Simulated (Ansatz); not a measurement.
PbS: pressure series

Take PbS in the rock salt structure (space group Fm-3m, No. 225) as the base.

PbS has the cubic space group Fm-3m (No. 225), the rock salt structure, Pearson symbol cF8. Cell: a = 6.0089 Å, b = 6.0089 Å, c = 6.0089 Å, α = 90.00°, β = 90.00°, γ = 90.00°. Pb on 4a is surrounded by 6 S at 3.004 Å (octahedral). S on 4b is surrounded by 6 Pb at 3.004 Å (octahedral). (Neighbours: up to the widest gap in distance over summed covalent radii, below 1.35, at either atom; cation-cation and far metal-metal contacts left out.)
(The calculation used a cell of 2 atoms; values per cell refer to that cell.)

Cell and atoms are relaxed at each pressure.

Level of theory: PBE (Ansatz, a program for electronic structure; PAW; 420 eV plane waves; no SOC).

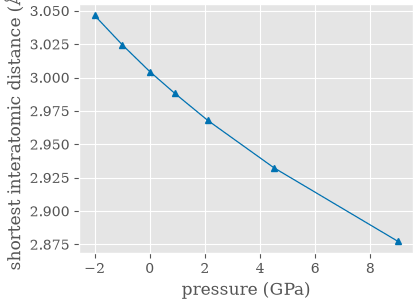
*Shortest interatomic distance against pressure*

From the plot, what is the shortest interatomic distance for pressure 9 GPa?

About 2.88 Å.

Is the trend monotonic over the range shown?

Yes, it falls throughout, spanning 2.877 Å to 3.046 Å.

Spin-orbit coupling, missing from the scalar runs, can matter with Pb. Load acts through the strain it causes; cell and atoms are relaxed under it. Whether these cells are dynamically stable was not tested. No other phases were tried under pressure. All final runs are without spin polarisation.
